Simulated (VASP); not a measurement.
Input:

```yaml
crystal:
  lattice:
    - [1.98942, -3.44579, 0.00000]
    - [1.98942, 3.44579, 0.00000]
    - [0.00000, 0.00000, 5.19185]
  atoms:
    - { symbol: Ni, position: [0.00000, 0.00000, 0.50000] }
    - { symbol: Ni, position: [0.00000, 0.00000, 0.00000] }
    - { symbol: Sb, position: [0.33333, 0.66667, 0.25000] }
    - { symbol: Sb, position: [0.66667, 0.33333, 0.75000] }
```

Level of theory: optB88-vdW, VASP's PBE PAW potentials (set 64) (plane waves; VASP 6.6.1). Settings: 520 eV cut-off, 10×10×7 Γ-centred mesh, tetrahedra with Blöchl corrections, potentials Ni Sb.

Unless said otherwise, spin-orbit coupling is left out, though it shifts the bands of the heavy elements here.

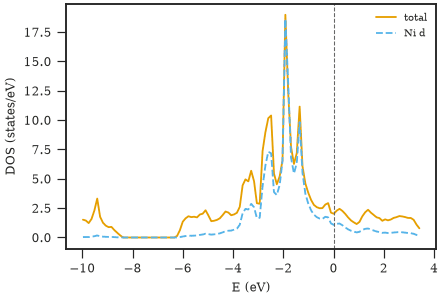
Fig. 1. Total and projected density of states, zero at the Fermi level

Within 2 eV below the Fermi level the largest weight inside VASP's projection spheres is Ni d.

It has no gap at this level: it comes out as a metal or semimetal.

The compound is NiSb in the NiAs type structure. It was relaxed first. The run is not spin-polarised, so no magnetic state was tried.
